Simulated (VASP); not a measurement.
# SbRh under strain, part 2 of 4

Aim: follow the pressure of SbRh through compression, expansion and shear. All runs use PBEsol. Left out of this account: 1 further run (self-consistent run: a reference on another mesh). The start is a cell from a database of measured crystal structures.

VASP 6.6.1; PBEsol; plane waves and PAW (Sb, Rh_pv).

Still holding for the runs below: Spin-orbit coupling is off here; with elements this heavy it splits and shifts levels by tenths of an eV or more.

So far, pressure (GPa): step 2 (bands, cell as listed) -0.497.

## (3) Bands, volume times 1.04

The cell is expanded evenly, with fractional positions held.

INCAR

```
SYSTEM = SbRh
PREC = Accurate
ENCUT = 400
EDIFF = 1E-06
NELM = 100
ISMEAR = -1
SIGMA = 0.05
LREAL = .FALSE.
ALGO = Normal
GGA = PS
NBANDS = 61
LASPH = .TRUE.
LORBIT = 11
LWAVE = .FALSE.
LCHARG = .FALSE.
KPAR = 8
```

POSCAR

```
SbRh
1.0
    6.0503853277      0.0000000000      0.0000000000
    0.0000000000      3.9129229335      0.0000000000
    0.0000000000      0.0000000000      6.4074227016
Sb Rh
4 4
Direct
    0.1949000000      0.2500000000      0.5915000000
    0.3051000000      0.7500000000      0.0915000000
    0.6949000000      0.2500000000      0.9085000000
    0.8051000000      0.7500000000      0.4085000000
    0.0053000000      0.2500000000      0.1942000000
    0.4947000000      0.7500000000      0.6942000000
    0.5053000000      0.2500000000      0.3058000000
    0.9947000000      0.7500000000      0.8058000000
```

KPOINTS

```
Automatic mesh
0
Gamma
5 8 5
0 0 0
```

KPOINTS_OPT

```
Line mode
12
Line-mode
Reciprocal
  0.00000000   0.00000000   0.00000000 GAMMA
  0.00000000  -0.50000000   0.00000000 X

  0.00000000  -0.50000000   0.00000000 X
 -0.50000000  -0.50000000   0.00000000 S

 -0.50000000  -0.50000000   0.00000000 S
 -0.50000000   0.00000000   0.00000000 Y

 -0.50000000   0.00000000   0.00000000 Y
  0.00000000   0.00000000   0.00000000 GAMMA

  0.00000000   0.00000000   0.00000000 GAMMA
  0.00000000   0.00000000  -0.50000000 Z

  0.00000000   0.00000000  -0.50000000 Z
  0.00000000  -0.50000000  -0.50000000 U

  0.00000000  -0.50000000  -0.50000000 U
 -0.50000000  -0.50000000  -0.50000000 R

 -0.50000000  -0.50000000  -0.50000000 R
 -0.50000000   0.00000000  -0.50000000 T

 -0.50000000   0.00000000  -0.50000000 T
  0.00000000   0.00000000  -0.50000000 Z

 -0.50000000   0.00000000   0.00000000 Y
 -0.50000000   0.00000000  -0.50000000 T

  0.00000000  -0.50000000  -0.50000000 U
  0.00000000  -0.50000000   0.00000000 X

 -0.50000000  -0.50000000   0.00000000 S
 -0.50000000  -0.50000000  -0.50000000 R
```

Potentials, in the order of the species: Sb and Rh_pv (PBE family, release 64).

Run with:

```console
$ mpirun -np 8 vasp_std
```

What it wrote:

```text
[banner, memory and clock lines left out]
running    8 mpi-ranks, on    1 nodes
 distrk:  each k-point on    1 cores,    8 groups
 distr:  one band on    1 cores,    1 groups

 POSCAR found type information on POSCAR SbRh
 POSCAR found :  2 types and       8 ions
 [... a notice as in an earlier step ...]

 [... a notice as in an earlier step ...]

 LDA part: xc-table for (Slater+PW92), standard interpolation
 POSCAR, INCAR and KPOINTS ok, starting setup
 FFT: planning ... GRIDC
 FFT: planning ... GRID_SOFT
 FFT: planning ... GRID
 WAVECAR not read
 entering main loop
       N       E                     dE             d eps       ncg     rms          rms(c)
DAV:   1     0.708262348831E+03    0.70826E+03   -0.36792E+04  6250   0.105E+03
DAV:   2    -0.221102497799E+02   -0.73037E+03   -0.69082E+03  6267   0.339E+02
DAV:   3    -0.552344208925E+02   -0.33124E+02   -0.32260E+02  6219   0.754E+01
DAV:   4    -0.557734196862E+02   -0.53900E+00   -0.53799E+00  6112   0.989E+00
DAV:   5    -0.557846401199E+02   -0.11220E-01   -0.11220E-01  6177   0.157E+00    0.159E+01
DAV:   6    -0.550938948708E+02    0.69075E+00   -0.24714E+00  6082   0.946E+00    0.642E+00
DAV:   7    -0.548958138238E+02    0.19808E+00   -0.64629E-01  5775   0.507E+00    0.509E+00
DAV:   8    -0.547847907536E+02    0.11102E+00   -0.35464E-01  6091   0.335E+00    0.443E-01
DAV:   9    -0.547838217149E+02    0.96904E-03   -0.79827E-03  5893   0.382E-01    0.284E-01
DAV:  10    -0.547832385862E+02    0.58313E-03   -0.17374E-03  5919   0.224E-01    0.391E-02
DAV:  11    -0.547832233724E+02    0.15214E-04   -0.12147E-04  6106   0.609E-02    0.134E-02
DAV:  12    -0.547832259453E+02   -0.25729E-05   -0.10475E-05  5966   0.167E-02    0.904E-03
DAV:  13    -0.547832246990E+02    0.12463E-05   -0.18897E-06  3888   0.824E-03    0.327E-03
DAV:  14    -0.547832244067E+02    0.29230E-06   -0.13674E-07  3275   0.216E-03
   1 F= -.54783224E+02 E0= -.54768870E+02  d E =-.287090E-01
 Start KPOINTS_OPT (optional k-point list driver)
k-point batch [1-45\144]
       N       E                     dE             ncg
DAV:   1     0.113223728342E+05   -0.50031E+05     6266
DAV:   2    -0.213849193608E+05   -0.32707E+05     6256
DAV:   3    -0.228425465217E+05   -0.14576E+04     6212
DAV:   4    -0.228670330628E+05   -0.24487E+02     6134
DAV:   5    -0.228675706759E+05   -0.53761E+00     6579
DAV:   6    -0.228675896935E+05   -0.19018E-01     6195
DAV:   7    -0.228675907565E+05   -0.10629E-02     6248
DAV:   8    -0.228675908144E+05   -0.57939E-04     5384
DAV:   9    -0.228675908167E+05   -0.22771E-05     3687
DAV:  10    -0.228675908171E+05   -0.43079E-06     3381
[...]
k-point batch [136-144\144]
       N       E                     dE             ncg
DAV:   1     0.556029967514E+05   -0.17784E+05     1274
DAV:   2     0.491965144415E+05   -0.64065E+04     1233
DAV:   3     0.489247585017E+05   -0.27176E+03     1210
DAV:   4     0.489207271768E+05   -0.40313E+01     1166
DAV:   5     0.489206285721E+05   -0.98605E-01     1315
DAV:   6     0.489206254027E+05   -0.31693E-02     1184
DAV:   7     0.489206252297E+05   -0.17301E-03     1256
DAV:   8     0.489206252189E+05   -0.10786E-04      971
DAV:   9     0.489206252185E+05   -0.49347E-06      752
```

Elapsed: 5.9 min, on 8 MPI ranks of AMD EPYC 7571, shared host; peak memory 3.8 GiB; 37 min of CPU time.

OUTCAR, selected parts (step 3):

```text
  LATTYP: Found a simple orthorhombic cell.
 ALAT       =     3.9129229335
 B/A-ratio  =     1.5462572176
 C/A-ratio  =     1.6375029129

 Found     45 irreducible k-points:

   ENCUT  =  400.0 eV  29.40 Ry    5.42 a.u.   9.87  6.38 10.45*2*pi/ulx,y,z

   NELECT =      80.0000    total number of electrons

 E-fermi :  10.4569

 k-point     1 :       0.0000    0.0000    0.0000
  band No.  band energies     occupation
    ...
     36       8.6516      2.00000
     37       8.7035      2.00000
     38       8.7748      2.00000
     39       9.2837      2.00000
     40       9.9623      1.99990
     41      11.0249      0.00002
     42      11.4382      0.00000
     43      12.4481      0.00000
     44      12.8268      0.00000
     45      12.9118      0.00000
    ...

 k-point     2 :       0.2000    0.0000    0.0000
  band No.  band energies     occupation
    ...
     36       8.7395      2.00000
     37       8.8175      2.00000
     38       9.2829      2.00000
     39       9.4401      2.00000
     40       9.9639      1.99990
     41      11.2284      0.00000
     42      11.8640      0.00000
     43      12.2629      0.00000
     44      12.6657      0.00000
     45      12.6861      0.00000
    ...

  Total       -6.4146208     -5.8137893     -5.8554697      0.0000000      0.0000000      0.0000000
  in kB      -67.7507129    -61.4047784    -61.8450033      0.0000000      0.0000000      0.0000000
  external PRESSURE =     -63.6668315 kB  Pullay stress =       0.0000000 kB

  energy-cutoff  :      400.00
  volume of cell :      151.69
      direct lattice vectors                 reciprocal lattice vectors
     6.050385328  0.000000000  0.000000000     0.165278730  0.000000000  0.000000000
     0.000000000  3.912922933  0.000000000     0.000000000  0.255563428  0.000000000
     0.000000000  0.000000000  6.407422702     0.000000000  0.000000000  0.156068992

 POSITION                                       TOTAL-FORCE (eV/Angst)
 -----------------------------------------------------------------------------------
      1.17922      0.97823      3.78999         0.173856     -0.000000      0.006694
      1.84597      2.93469      0.58628        -0.173856      0.000000      0.006694
      4.20441      0.97823      5.82114         0.173856     -0.000000     -0.006694
      4.87117      2.93469      2.61743        -0.173856      0.000000     -0.006694
      0.03207      0.97823      1.24432        -0.016762     -0.000000     -0.025533
      2.99313      2.93469      4.44803         0.016762     -0.000000     -0.025533
      3.05726      0.97823      1.95939        -0.016762      0.000000      0.025533
      6.01832      2.93469      5.16310         0.016762      0.000000      0.025533
 -----------------------------------------------------------------------------------
    total drift:                                0.000000      0.000000     -0.000000

  FREE ENERGIE OF THE ION-ELECTRON SYSTEM (eV)
  ---------------------------------------------------
  free  energy   TOTEN  =       -54.7832244067 eV

  energy  without entropy=      -54.7545154170  energy(sigma->0) =      -54.76886991

 total charge
# of ion       s       p       d       tot
------------------------------------------
    1        1.119   1.202   0.085   2.406
    2        1.119   1.202   0.085   2.406
    3        1.119   1.202   0.085   2.406
    4        1.119   1.202   0.085   2.406
    5        0.309   6.232   7.325  13.866
    6        0.309   6.232   7.325  13.866
    7        0.309   6.232   7.325  13.866
    8        0.309   6.232   7.325  13.866
--------------------------------------------------
tot          5.713  29.737  29.637  65.087

[... 5 parts as in an earlier step ...]

[... 6 further parts left out ...]
```

This step gave:

```yaml
free_energy_toten: -54.7832 eV
energy_at_zero_smearing: -54.7689 eV
fermi_energy: 10.46 eV
pressure: -6.367 GPa
```

Electronic bands along the path, in eV, zero at the Fermi level; # counts the bands kept, so #1 is VASP's band 17:

```csv
point,#21,#22,#23,#24,#25,#26,#27,#28
Γ,-1.75,-1.68,-1.17,-0.49,0.57,0.98,1.99,2.37
X,-1.58,-1.58,-1.38,-1.38,-0.05,-0.05,1.46,1.46
S,-1.31,-1.31,-1.31,-1.31,0.45,0.45,0.45,0.45
Y,-1.50,-1.50,-0.07,-0.07,0.87,0.87,1.81,1.81
Γ,-1.75,-1.68,-1.17,-0.49,0.57,0.98,1.99,2.37
Z,-1.40,-1.40,0.14,0.14,0.51,0.51,1.31,1.31
U,-1.64,-1.64,-1.52,-1.52,0.47,0.47,0.68,0.68
R,-1.47,-1.47,-1.47,-1.47,1.90,1.90,1.90,1.90
T,-1.15,-1.15,0.36,0.36,1.32,1.32,1.90,1.90
Z,-1.40,-1.40,0.14,0.14,0.51,0.51,1.31,1.31
jump to Y,-1.50,-1.50,-0.07,-0.07,0.87,0.87,1.81,1.81
T,-1.15,-1.15,0.36,0.36,1.32,1.32,1.90,1.90
jump to U,-1.64,-1.64,-1.52,-1.52,0.47,0.47,0.68,0.68
X,-1.58,-1.58,-1.38,-1.38,-0.05,-0.05,1.46,1.46
jump to S,-1.31,-1.31,-1.31,-1.31,0.45,0.45,0.45,0.45
R,-1.47,-1.47,-1.47,-1.47,1.90,1.90,1.90,1.90
```

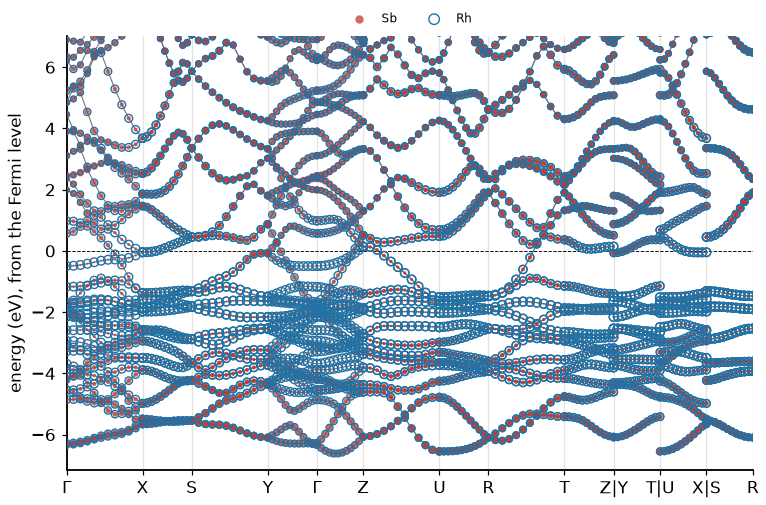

Electronic bands along the path; dots are coloured as in the legend, and their area grows with the weight.

Force by atom:

```csv
atom,x (eV/Å),y (eV/Å),z (eV/Å),size
Sb1,0.174,0.000,0.007,0.174
Sb2,-0.174,0.000,0.007,0.174
Sb3,0.174,0.000,-0.007,0.174
Sb4,-0.174,0.000,-0.007,0.174
Rh5,-0.017,0.000,-0.026,0.031
Rh6,0.017,0.000,-0.026,0.031
Rh7,-0.017,0.000,0.026,0.031
Rh8,0.017,0.000,0.026,0.031
```

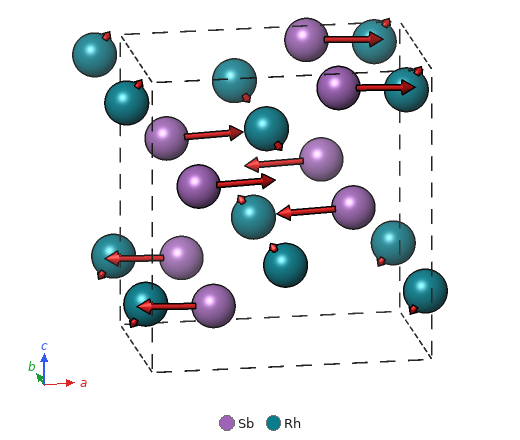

Force as arrows, the longest 0.174 eV/Å. 1×2×1 cells are drawn. Some periodic images of atoms are drawn too.

 The pressure is -6.37 GPa.

## (4) Bands, volume times 1.08

The cell is expanded evenly, with fractional positions held.

INCAR is that of step 3.

POSCAR: that of step 3 with these lines changed.

```diff
@@ -2,5 +2,5 @@
 1.0
-    6.0503853277      0.0000000000      0.0000000000
-    0.0000000000      3.9129229335      0.0000000000
-    0.0000000000      0.0000000000      6.4074227016
+    6.1269806150      0.0000000000      0.0000000000
+    0.0000000000      3.9624588622      0.0000000000
+    0.0000000000      0.0000000000      6.4885379292
 Sb Rh
```

KPOINTS is that of step 3.

KPOINTS_OPT is that of step 3.

Run with:

```console
$ mpirun -np 8 vasp_std
```

What it wrote:

```text
[... set-up lines as in an earlier step ...]
 entering main loop
       N       E                     dE             d eps       ncg     rms          rms(c)
DAV:   1     0.694197926878E+03    0.69420E+03   -0.36813E+04  6242   0.104E+03
DAV:   2    -0.229140198952E+02   -0.71711E+03   -0.67845E+03  6216   0.334E+02
DAV:   3    -0.549305249524E+02   -0.32017E+02   -0.31180E+02  6188   0.736E+01
DAV:   4    -0.554608657456E+02   -0.53034E+00   -0.52938E+00  6136   0.966E+00
DAV:   5    -0.554717011870E+02   -0.10835E-01   -0.10835E-01  6281   0.153E+00    0.145E+01
DAV:   6    -0.548009045688E+02    0.67080E+00   -0.25373E+00  6016   0.946E+00    0.584E+00
DAV:   7    -0.545951636454E+02    0.20574E+00   -0.66316E-01  5790   0.511E+00    0.481E+00
DAV:   8    -0.544836479707E+02    0.11152E+00   -0.36818E-01  6090   0.332E+00    0.469E-01
DAV:   9    -0.544826366721E+02    0.10113E-02   -0.78268E-03  5907   0.377E-01    0.308E-01
DAV:  10    -0.544820289857E+02    0.60769E-03   -0.18462E-03  5944   0.229E-01    0.420E-02
DAV:  11    -0.544820138061E+02    0.15180E-04   -0.12272E-04  6105   0.617E-02    0.135E-02
DAV:  12    -0.544820165738E+02   -0.27677E-05   -0.10435E-05  5958   0.162E-02    0.922E-03
DAV:  13    -0.544820153896E+02    0.11842E-05   -0.20581E-06  3932   0.847E-03    0.328E-03
DAV:  14    -0.544820151364E+02    0.25324E-06   -0.13705E-07  3255   0.214E-03
   1 F= -.54482015E+02 E0= -.54466512E+02  d E =-.310070E-01
 Start KPOINTS_OPT (optional k-point list driver)
k-point batch [1-45\144]
       N       E                     dE             ncg
DAV:   1     0.897822082122E+04   -0.50974E+05     6306
DAV:   2    -0.230461343213E+05   -0.32024E+05     6296
DAV:   3    -0.244639741332E+05   -0.14178E+04     6239
DAV:   4    -0.244872673224E+05   -0.23293E+02     6104
DAV:   5    -0.244877776475E+05   -0.51033E+00     6641
DAV:   6    -0.244877955492E+05   -0.17902E-01     6192
DAV:   7    -0.244877965363E+05   -0.98705E-03     6118
DAV:   8    -0.244877965914E+05   -0.55138E-04     5371
DAV:   9    -0.244877965935E+05   -0.20799E-05     3666
DAV:  10    -0.244877965939E+05   -0.39941E-06     3388
[...]
k-point batch [136-144\144]
       N       E                     dE             ncg
DAV:   1     0.538342144009E+05   -0.17964E+05     1282
DAV:   2     0.475551382110E+05   -0.62791E+04     1241
DAV:   3     0.472891832631E+05   -0.26595E+03     1228
DAV:   4     0.472851205237E+05   -0.40627E+01     1176
DAV:   5     0.472850262589E+05   -0.94265E-01     1280
DAV:   6     0.472850230604E+05   -0.31985E-02     1208
DAV:   7     0.472850228883E+05   -0.17213E-03     1256
DAV:   8     0.472850228775E+05   -0.10787E-04     1059
DAV:   9     0.472850228771E+05   -0.34100E-06      717
```

The job ended after 6.1 min (8 MPI ranks; peak memory 3.9 GiB).

OUTCAR, selected parts (step 4):

```text
  LATTYP: Found a simple orthorhombic cell.
 ALAT       =     3.9624588622
 B/A-ratio  =     1.5462572176
 C/A-ratio  =     1.6375029129

 Found     45 irreducible k-points:

   ENCUT  =  400.0 eV  29.40 Ry    5.42 a.u.   9.99  6.46 10.58*2*pi/ulx,y,z

   NELECT =      80.0000    total number of electrons

 E-fermi :   9.8407

 k-point     1 :       0.0000    0.0000    0.0000
  band No.  band energies     occupation
    ...
     36       8.1687      2.00000
     37       8.2149      2.00000
     38       8.2803      2.00000
     39       8.7436      2.00000
     40       9.3981      1.99971
     41      10.3032      0.00019
     42      10.8080      0.00000
     43      11.7675      0.00000
     44      12.1485      0.00000
     45      12.2244      0.00000
    ...

 k-point     2 :       0.2000    0.0000    0.0000
  band No.  band energies     occupation
    ...
     36       8.2508      2.00000
     37       8.3182      2.00000
     38       8.7497      2.00000
     39       8.9091      2.00000
     40       9.3905      1.99975
     41      10.5055      0.00000
     42      11.2270      0.00000
     43      11.5716      0.00000
     44      11.9779      0.00000
     45      12.0128      0.00000
    ...

  Total      -11.3824026    -10.5137429    -10.4091320      0.0000000      0.0000000      0.0000000
  in kB     -115.7674333   -106.9325229   -105.8685533      0.0000000      0.0000000      0.0000000
  external PRESSURE =    -109.5228365 kB  Pullay stress =       0.0000000 kB

  energy-cutoff  :      400.00
  volume of cell :      157.53
      direct lattice vectors                 reciprocal lattice vectors
     6.126980615  0.000000000  0.000000000     0.163212529  0.000000000  0.000000000
     0.000000000  3.962458862  0.000000000     0.000000000  0.252368551  0.000000000
     0.000000000  0.000000000  6.488537929     0.000000000  0.000000000  0.154117925

 POSITION                                       TOTAL-FORCE (eV/Angst)
 -----------------------------------------------------------------------------------
      1.19415      0.99061      3.83797         0.242770     -0.000000     -0.018404
      1.86934      2.97184      0.59370        -0.242770     -0.000000     -0.018404
      4.25764      0.99061      5.89484         0.242770     -0.000000      0.018404
      4.93283      2.97184      2.65057        -0.242770     -0.000000      0.018404
      0.03247      0.99061      1.26007        -0.085613     -0.000000      0.032171
      3.03102      2.97184      4.50434         0.085613      0.000000      0.032171
      3.09596      0.99061      1.98419        -0.085613      0.000000     -0.032171
      6.09451      2.97184      5.22846         0.085613      0.000000     -0.032171
 -----------------------------------------------------------------------------------
    total drift:                               -0.000000      0.000000      0.000000

  FREE ENERGIE OF THE ION-ELECTRON SYSTEM (eV)
  ---------------------------------------------------
  free  energy   TOTEN  =       -54.4820151364 eV

  energy  without entropy=      -54.4510081513  energy(sigma->0) =      -54.46651164

 total charge
# of ion       s       p       d       tot
------------------------------------------
    1        1.124   1.177   0.077   2.377
    2        1.124   1.177   0.077   2.377
    3        1.124   1.177   0.077   2.377
    4        1.124   1.177   0.077   2.377
    5        0.298   6.213   7.298  13.809
    6        0.298   6.213   7.298  13.809
    7        0.298   6.213   7.298  13.809
    8        0.298   6.213   7.298  13.809
--------------------------------------------------
tot          5.687  29.558  29.500  64.744

[... 5 parts as in an earlier step ...]

[... 6 further parts left out ...]
```

This step gave:

| Property | Result |
| --- | --- |
| free energy (TOTEN) | -54.4820 eV |
| energy at zero smearing | -54.4665 eV |
| Fermi energy | 9.841 eV |
| pressure | -10.95 GPa |

Electronic bands along the path, in eV, zero at the Fermi level; # counts the bands kept, so #1 is VASP's band 17:

```csv
point,#21,#22,#23,#24,#25,#26,#27,#28
Γ,-1.63,-1.56,-1.10,-0.44,0.46,0.97,1.93,2.31
X,-1.46,-1.46,-1.27,-1.27,-0.04,-0.04,1.39,1.39
S,-1.22,-1.22,-1.22,-1.22,0.42,0.42,0.42,0.42
Y,-1.39,-1.39,-0.10,-0.10,0.88,0.88,1.73,1.73
Γ,-1.63,-1.56,-1.10,-0.44,0.46,0.97,1.93,2.31
Z,-1.30,-1.30,0.15,0.15,0.52,0.52,1.21,1.21
U,-1.52,-1.52,-1.40,-1.40,0.48,0.48,0.59,0.59
R,-1.37,-1.37,-1.37,-1.37,1.83,1.83,1.83,1.83
T,-1.08,-1.08,0.36,0.36,1.24,1.24,1.86,1.86
Z,-1.30,-1.30,0.15,0.15,0.52,0.52,1.21,1.21
jump to Y,-1.39,-1.39,-0.10,-0.10,0.88,0.88,1.73,1.73
T,-1.08,-1.08,0.36,0.36,1.24,1.24,1.86,1.86
jump to U,-1.52,-1.52,-1.40,-1.40,0.48,0.48,0.59,0.59
X,-1.46,-1.46,-1.27,-1.27,-0.04,-0.04,1.39,1.39
jump to S,-1.22,-1.22,-1.22,-1.22,0.42,0.42,0.42,0.42
R,-1.37,-1.37,-1.37,-1.37,1.83,1.83,1.83,1.83
```

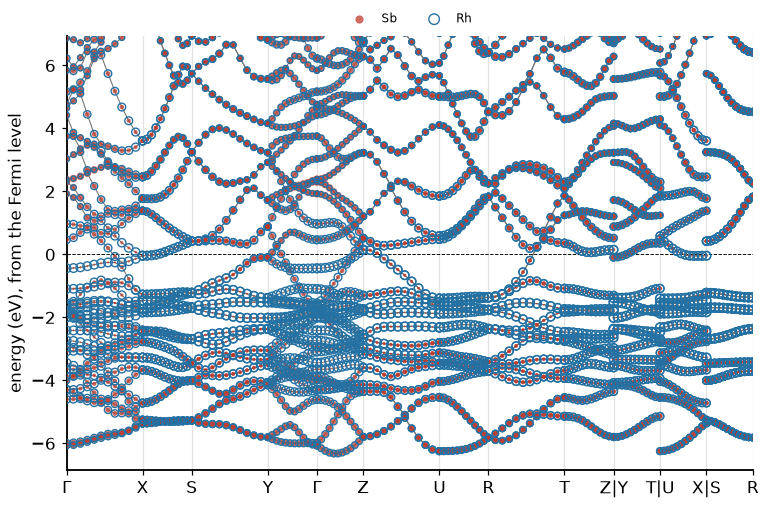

Electronic bands along the path; dots are coloured as in the legend, and their area grows with the weight.

Force by atom:

```csv
atom,x (eV/Å),y (eV/Å),z (eV/Å),size
Sb1,0.243,0.000,-0.018,0.243
Sb2,-0.243,0.000,-0.018,0.243
Sb3,0.243,0.000,0.018,0.243
Sb4,-0.243,0.000,0.018,0.243
Rh5,-0.086,0.000,0.032,0.091
Rh6,0.086,0.000,0.032,0.091
Rh7,-0.086,0.000,-0.032,0.091
Rh8,0.086,0.000,-0.032,0.091
```

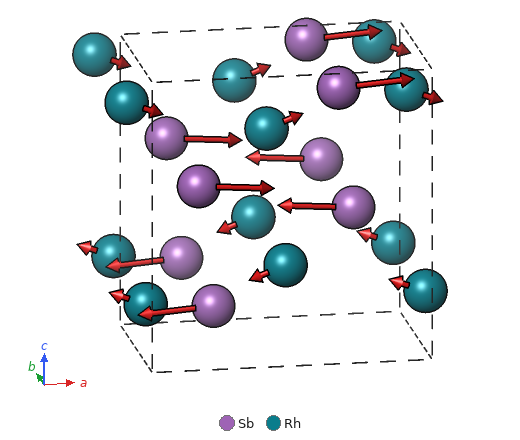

Force as arrows, the longest 0.243 eV/Å. 1×2×1 cells are drawn. Some periodic images of atoms are drawn too.

 The pressure is -10.95 GPa.

(Continued in part 3 of 4.)

[Lines on the potential files, build, host, timing and source positions are cut from VASP's logs without a mark.]

[Logs are printed without paths, hosts, clocks, repeated set-up lines and the standing remarks that a program may print on its own settings, such as how far it seeks lower states.]

[Hosts, paths, dates, database ids (printed as entryN), source tags and the programs' standing remarks are cut or masked in the printed files.]

[A measured line is paired with the nearest computed mode of its activity, which favours agreement.]
